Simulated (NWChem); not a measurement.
# the pair C2H2F2···SiH3OF, step by step

We compute the energy (singlet C2H5F3OSi, wB97X-D3/pcseg-1), then a single-point energy (singlet C2H2F2, wB97X-D3/pcseg-1), then a single-point energy (singlet SiH3OF, wB97X-D3/pcseg-1), then the energy (singlet C2H2F2, wB97X-D3/pcseg-1), then a single-point energy (singlet SiH3OF, wB97X-D3/pcseg-1) of C2H5F3OSi and its partners. 

The results are computed with NWChem 7.3.0.

### Step 1. The molecule

C2H5F3OSi: 12 atoms, total charge 0, spin state singlet. The two molecules were placed rigidly side by side, at 0.9 times their contact distance; the pair isn't optimised.

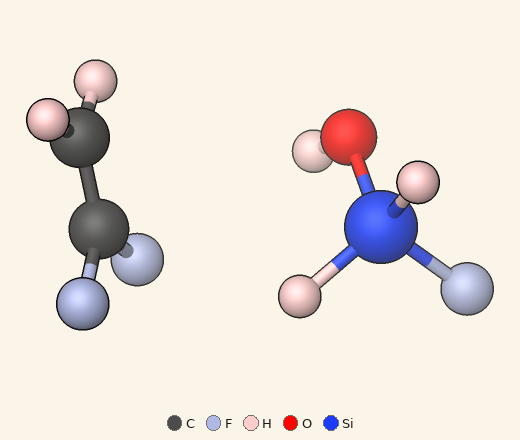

Viewed from a chosen angle; carbon dark grey, fluorine light blue, hydrogen pink, oxygen red, silicon blue.

### Step 2. The energy at wB97X-D3/pcseg-1 (run 1)

File c2h5f3osi.nw:

```
start c2h5f3osi
title "C2H5F3OSi"
memory 2200 mb
charge 0

geometry units au noautosym nocenter noautoz
  C   -0.23224734   0.91018659  -1.01417822
  C    0.18519316  -0.72556035   0.80846263
  F   -0.87286450  -0.66697884   3.05251240
  F    1.72380817  -2.66725394   0.66276475
  H    0.73170196   0.70156082  -2.79807968
  H   -1.53559145   2.44804571  -0.71144409
  O    7.44062654  -0.36131564  -0.96347686
  Si   7.42012301   0.03189858   2.09075519
  F    9.76300546  -1.36857745   3.37429497
  H    7.03119848  -1.98780291  -1.64470424
  H    7.69407661   2.76897790   2.53108027
  H    5.12794191  -1.07289201   3.25919175
end

basis spherical bse
  * library pcseg-1
end

dft
  xc wb97x-d3
  grid fine
  convergence energy 1e-08
  iterations 100
  mulliken
  noprint "final vectors analysis"
end

task dft energy
```

Launch:

```bash
$ nwchem c2h5f3osi.nw > c2h5f3osi.out
```

Output (excerpt; [...] marks lines left out):

```text
[...]
          Wavefunction type:  closed shell.
          No. of atoms     :    12
          No. of electrons :    66
[...]
          Charge           :     0
          Spin multiplicity:     1
[...]
          AO basis - number of functions:   127
[...]
              XC Information
              --------------
                    wb97x-d3  Method XC Functional
                     Hartree-Fock (Exact) Exchange  1.000
                      wb97x-d3 Exchange Functional  1.000
                   wb97x-d3 Correlation Functional  1.000
[...]
 d= 0,ls=0.0,diis     1   -743.1264875855 -1.12D+03  9.67D-03  1.59D+00     7.5
[...]
 d= 0,ls=0.0,diis    11   -743.2973400469 -1.49D-09  8.89D-08  4.47D-10    91.1
         Total DFT energy =     -743.297340046910
      One electron energy =    -1770.244645775043
           Coulomb energy =      727.440383516984
    Exchange-Corr. energy =      -73.554694776517
 Nuclear repulsion energy =      373.064882294350
    Dispersion correction =       -0.003265306683
[...]
      Total Density - Mulliken Population Analysis
     ---------------------------------------------
    Atom       Charge   Shell Charges
 -----------   ------   -------------------------------------------------------
    1 C    6     6.29   1.99  0.71  0.44  2.17  0.95  0.02
    2 C    6     5.50   1.99  0.75  0.24  1.96  0.42  0.14
    3 F    9     9.24   2.00  0.95  0.96  3.44  1.88  0.01
    4 F    9     9.25   2.00  0.95  0.97  3.44  1.89  0.01
    5 H    1     0.86   0.75  0.08  0.02
    6 H    1     0.85   0.75  0.08  0.02
    7 O    8     8.53   2.00  0.89  0.83  2.99  1.80  0.01
    8 Si  14    13.02   2.00  1.99  0.88  0.09  5.99  1.68  0.04  0.35
    9 F    9     9.42   2.00  0.94  0.99  3.45  2.04  0.01
   10 H    1     0.75   0.67  0.02  0.06
[...]
```

Wall time 92 s (1 thread of Intel Xeon Platinum 8559C (Emerald Rapids), shared host); peak memory 0.13 GiB.

### Step 3. C2H2F2: the energy at wB97X-D3/pcseg-1 (run 2)

File c2h2f2.nw:

```
start c2h2f2
title "C2H2F2"
memory stack 880 mb heap 220 mb global 1100 mb

geometry noautosym nocenter noautoz
  C       -0.122900       0.481650      -0.536680
  C        0.098000      -0.383950       0.427820
  F       -0.461900      -0.352950       1.615320
  F        0.912200      -1.411450       0.350720
  H        0.387200       0.371250      -1.480680
  H       -0.812600       1.295450      -0.376480
end

basis spherical bse
  * library pcseg-1
end

dft
  xc wb97x-d3
  grid fine
  convergence energy 1e-08
  iterations 100
  mulliken
  noprint "final vectors analysis"
end

task dft
```

Launch:

```bash
$ nwchem c2h2f2.nw > c2h2f2.out
```

Output (excerpt; [...] marks lines left out):

```text
[...]
          Wavefunction type:  closed shell.
          No. of atoms     :     6
          No. of electrons :    32
[...]
          Charge           :     0
          Spin multiplicity:     1
[...]
          AO basis - number of functions:    66
[...]
              XC Information
              --------------
                    wb97x-d3  Method XC Functional
                     Hartree-Fock (Exact) Exchange  1.000
                      wb97x-d3 Exchange Functional  1.000
                   wb97x-d3 Correlation Functional  1.000
[...]
 d= 0,ls=0.0,diis     1   -276.8361854044 -3.95D+02  1.28D-02  8.97D-01     1.6
[...]
 d= 0,ls=0.0,diis    10   -276.9360777810 -8.69D-09  1.70D-06  5.25D-09    15.1
         Total DFT energy =     -276.936077781046
      One electron energy =     -616.068564141335
           Coulomb energy =      253.291815460786
    Exchange-Corr. energy =      -32.411945917738
 Nuclear repulsion energy =      118.253200192523
    Dispersion correction =       -0.000583375283
[...]
      Total Density - Mulliken Population Analysis
     ---------------------------------------------
    Atom       Charge   Shell Charges
 -----------   ------   -------------------------------------------------------
    1 C    6     6.31   1.99  0.71  0.44  2.17  0.97  0.02
    2 C    6     5.49   1.99  0.75  0.23  1.96  0.41  0.14
    3 F    9     9.24   2.00  0.95  0.96  3.44  1.88  0.01
    4 F    9     9.24   2.00  0.95  0.96  3.44  1.88  0.01
    5 H    1     0.86   0.75  0.08  0.02
    6 H    1     0.86   0.75  0.08  0.02
[...]
```

It took 16 s on 1 thread of Intel Xeon Platinum 8559C (Emerald Rapids), shared host; peak memory 0.12 GiB.

### Step 4. SiH3OF: a single-point energy at wB97X-D3/pcseg-1 (run 3)

File fh3osi.nw:

```
start fh3osi
title "FH3OSi wB97X-D3"
memory stack 880 mb heap 220 mb global 1100 mb

geometry units angstroms noautosym nocenter noautoz
O        3.937410      -0.191200      -0.509850
Si       3.926560       0.016880       1.106380
F        5.166360      -0.724220       1.785600
H        3.720750      -1.051900      -0.870340
H        4.071530       1.465280       1.339390
H        2.713590      -0.567750       1.724690
end

basis spherical bse
* library pcseg-1
end

dft
xc wb97x-d3
grid fine
convergence energy 1e-08
maxiter 100
mulliken
print low
end

task dft energy
```

Launch:

```bash
$ nwchem fh3osi.nw > fh3osi.out
```

Output (excerpt; [...] marks lines left out):

```text
[...]
 d= 0,ls=0.0,diis     1   -466.2876788138 -5.86D+02  1.43D-02  6.98D-01     1.6
[...]
 d= 0,ls=0.0,diis     9   -466.3587244725 -5.84D-10  2.86D-07  4.83D-11    13.3
         Total DFT energy =     -466.358724472455
      One electron energy =     -883.765964383816
           Coulomb energy =      339.018698006686
    Exchange-Corr. energy =      -41.138824055778
 Nuclear repulsion energy =      119.528246626153
    Dispersion correction =       -0.000880665701
[...]
      Total Density - Mulliken Population Analysis
     ---------------------------------------------
    Atom       Charge   Shell Charges
 -----------   ------   -------------------------------------------------------
    1 O    8     8.52   2.00  0.89  0.83  2.99  1.80  0.01
    2 Si  14    13.02   2.00  1.99  0.88  0.09  5.99  1.68  0.04  0.35
    3 F    9     9.42   2.00  0.94  0.99  3.45  2.04  0.01
    4 H    1     0.75   0.67  0.02  0.06
    5 H    1     1.14   0.77  0.37  0.01
    6 H    1     1.16   0.77  0.38  0.01
[...]
```

It took 14 s on 1 thread of Intel Xeon Platinum 8559C (Emerald Rapids), shared host; peak memory 0.12 GiB.

### Step 5. C2H2F2 among ghost functions: a single-point energy at wB97X-D3/pcseg-1 (with ghost functions) (run 4)

File run.nw:

```
start run
title "C2H2F2 energy"
memory 2200 mb
geometry units angstroms noautosym nocenter noautoz
  C       -0.122900       0.481650      -0.536680
  C        0.098000      -0.383950       0.427820
  F       -0.461900      -0.352950       1.615320
  F        0.912200      -1.411450       0.350720
  H        0.387200       0.371250      -1.480680
  H       -0.812600       1.295450      -0.376480
  bqO      3.937410    -0.191200    -0.509850
  bqSi     3.926560     0.016880     1.106380
  bqF      5.166360    -0.724220     1.785600
  bqH      3.720750    -1.051900    -0.870340
  bqH      4.071530     1.465280     1.339390
  bqH      2.713590    -0.567750     1.724690
end
basis spherical bse
  C library pcseg-1
  F library pcseg-1
  H library pcseg-1
  bqO library O pcseg-1
  bqSi library Si pcseg-1
  bqF library F pcseg-1
  bqH library H pcseg-1
end
dft
  xc wb97x-d3
  grid fine
  convergence energy 1e-08
  maxiter 100
  mulliken
  noprint "final vectors analysis"
end
task dft energy
```

Launch:

```bash
$ nwchem run.nw > run.out
```

Output (excerpt; [...] marks lines left out):

```text
[...]
          Wavefunction type:  closed shell.
          No. of atoms     :    12
          No. of electrons :    32
[...]
          Charge           :     0
          Spin multiplicity:     1
[...]
          AO basis - number of functions:   127
[...]
              XC Information
              --------------
                    wb97x-d3  Method XC Functional
                     Hartree-Fock (Exact) Exchange  1.000
                      wb97x-d3 Exchange Functional  1.000
                   wb97x-d3 Correlation Functional  1.000
[...]
 d= 0,ls=0.0,diis     1   -276.8372547173 -3.95D+02  6.68D-03  8.96D-01     6.0
[...]
 d= 0,ls=0.0,diis    10   -276.9372023088 -9.05D-09  9.05D-07  5.46D-09    72.7
         Total DFT energy =     -276.937202308840
      One electron energy =     -616.050727088180
           Coulomb energy =      253.270568517377
    Exchange-Corr. energy =      -32.409660555278
 Nuclear repulsion energy =      118.253200192523
    Dispersion correction =       -0.000583375283
[...]
      Total Density - Mulliken Population Analysis
     ---------------------------------------------
    Atom       Charge   Shell Charges
 -----------   ------   -------------------------------------------------------
    1 C    6     6.30   1.99  0.71  0.44  2.17  0.96  0.02
    2 C    6     5.49   1.99  0.75  0.23  1.96  0.41  0.14
    3 F    9     9.25   2.00  0.95  0.96  3.44  1.88  0.01
    4 F    9     9.25   2.00  0.95  0.97  3.44  1.88  0.01
    5 H    1     0.86   0.75  0.08  0.02
    6 H    1     0.86   0.75  0.08  0.02
    7 X    0     0.00  -0.00 -0.00 -0.00 -0.00  0.00  0.00
    8 X    0     0.00  -0.00 -0.00 -0.00  0.00 -0.00  0.00  0.00  0.00
    9 X    0    -0.00   0.00  0.00 -0.00 -0.00 -0.00 -0.00
   10 X    0     0.00  -0.00  0.00 -0.00
[...]
```

Wall time 74 s (1 thread of Intel Xeon Platinum 8559C (Emerald Rapids), shared host); peak memory 0.13 GiB.

### Step 6. SiH3OF among ghost functions: a single-point energy at wB97X-D3/pcseg-1 (with ghost functions) (run 5)

File mol.nw:

```
start mol
memory stack 880 mb heap 220 mb global 1100 mb

geometry units angstrom noautosym nocenter noautoz
O        3.937410      -0.191200      -0.509850
Si       3.926560       0.016880       1.106380
F        5.166360      -0.724220       1.785600
H        3.720750      -1.051900      -0.870340
H        4.071530       1.465280       1.339390
H        2.713590      -0.567750       1.724690
bqC     -0.122900     0.481650    -0.536680
bqC      0.098000    -0.383950     0.427820
bqF     -0.461900    -0.352950     1.615320
bqF      0.912200    -1.411450     0.350720
bqH      0.387200     0.371250    -1.480680
bqH     -0.812600     1.295450    -0.376480
end

basis spherical bse
O library pcseg-1
Si library pcseg-1
F library pcseg-1
H library pcseg-1
bqC library C pcseg-1
bqF library F pcseg-1
bqH library H pcseg-1
end

dft
xc wb97x-d3
grid fine
convergence energy 1e-08
maxiter 100
mulliken
print low
end

task dft energy
```

Launch:

```bash
$ nwchem mol.nw > mol.out
```

Output (excerpt; [...] marks lines left out):

```text
[...]
 d= 0,ls=0.0,diis     1   -466.2884295590 -5.86D+02  6.91D-03  6.97D-01     5.9
[...]
 d= 0,ls=0.0,diis     8   -466.3594745248 -3.32D-09  1.32D-06  1.57D-07    58.2
         Total DFT energy =     -466.359474524830
      One electron energy =     -883.756298243860
           Coulomb energy =      339.007055169307
    Exchange-Corr. energy =      -41.137597410729
 Nuclear repulsion energy =      119.528246626153
    Dispersion correction =       -0.000880665701
[...]
      Total Density - Mulliken Population Analysis
     ---------------------------------------------
    Atom       Charge   Shell Charges
 -----------   ------   -------------------------------------------------------
    1 O    8     8.52   2.00  0.89  0.83  2.99  1.80  0.01
    2 Si  14    13.01   2.00  1.99  0.88  0.08  5.99  1.68  0.04  0.35
    3 F    9     9.42   2.00  0.94  0.99  3.45  2.04  0.01
    4 H    1     0.75   0.67  0.02  0.06
    5 H    1     1.14   0.77  0.37  0.01
    6 H    1     1.16   0.77  0.38  0.01
    7 X    0    -0.00   0.00 -0.00  0.00 -0.00 -0.00 -0.00
    8 X    0     0.00  -0.00 -0.00  0.00 -0.00  0.00 -0.00
    9 X    0    -0.00   0.00  0.00 -0.00  0.00 -0.00 -0.00
   10 X    0     0.00   0.00  0.00 -0.00 -0.00  0.00  0.00
[...]
```

It took 59 s on 1 thread of Intel Xeon Platinum 8559C (Emerald Rapids), shared host; peak memory 0.13 GiB.

### Step 7. What came out

| quantity | value |
| --- | --- |
| run 1, wB97X-D3/pcseg-1: total energy | -743.29734 Eh |
| run 1, wB97X-D3/pcseg-1: dipole moment | 2.38 D |
| run 1, wB97X-D3/pcseg-1: dispersion energy | -8.57 kJ/mol |
| C2H2F2: total energy | -276.93608 Eh |
| C2H2F2: dipole moment | 1.21 D |
| C2H2F2: dispersion energy | -1.53 kJ/mol |
| SiH3OF: total energy | -466.35872 Eh |
| SiH3OF: dispersion energy | -2.31 kJ/mol |
| C2H2F2 among ghost functions: total energy | -276.93720 Eh |
| C2H2F2 among ghost functions: dipole moment | 1.25 D |
| C2H2F2 among ghost functions: dispersion energy | -1.53 kJ/mol |
| SiH3OF among ghost functions: total energy | -466.35947 Eh |
| SiH3OF among ghost functions: dispersion energy | -2.31 kJ/mol |
| interaction energy of the rigid parts C2H2F2 and SiH3OF (parts in their own basis; closest atoms 2.42 Å apart) | -0.069 eV |
| interaction energy of the rigid parts C2H2F2 and SiH3OF (parts in the whole basis, counterpoise; closest atoms 2.42 Å apart) | -0.018 eV |

What this shows: The interaction energy of the rigid parts C2H2F2 and SiH3OF (parts in their own basis; closest atoms 2.42 Å apart) is −0.07 eV (−6.7 kJ/mol): the parts attract. Without counterpoise this holds the superposition error of the basis. The interaction energy of the rigid parts C2H2F2 and SiH3OF (parts in the whole basis, counterpoise; closest atoms 2.42 Å apart) is −0.02 eV (−0.4 kcal/mol). The basis-set superposition error is 4.9 kJ/mol. Mulliken charges (C2H2F2) run from -0.31 on C1 to +0.51 on C2; they depend strongly on the basis. Mulliken charges (SiH3OF) run from -0.52 on O1 to +0.98 on Si2.
